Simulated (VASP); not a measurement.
Band structure of V2S3 (space group R-3m). Method: PBE GGA, VASP's PBE PAW potentials (set 64) (plane waves; VASP 6.6.1).

The moments were started parallel, and other spin orders were not tried in this run.

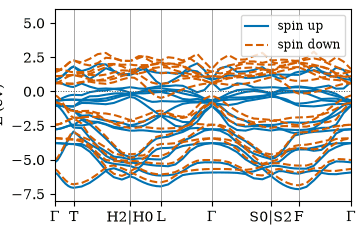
Fig. 1. Bands along high-symmetry lines, zero at the valence-band maximum or, without a gap, the Fermi level

Problem. Read the plot: is there a gap, and where are the band edges?

Solution. It has no gap at this level: it comes out as a metal or semimetal.

The structure was generated: V2S3 was put into an ordered model structure, which need not be its known phase. The cell was not relaxed at this level. The k-mesh is coarse (spacing up to 0.53 per Å, 2π included), so the numbers may not be converged in it.
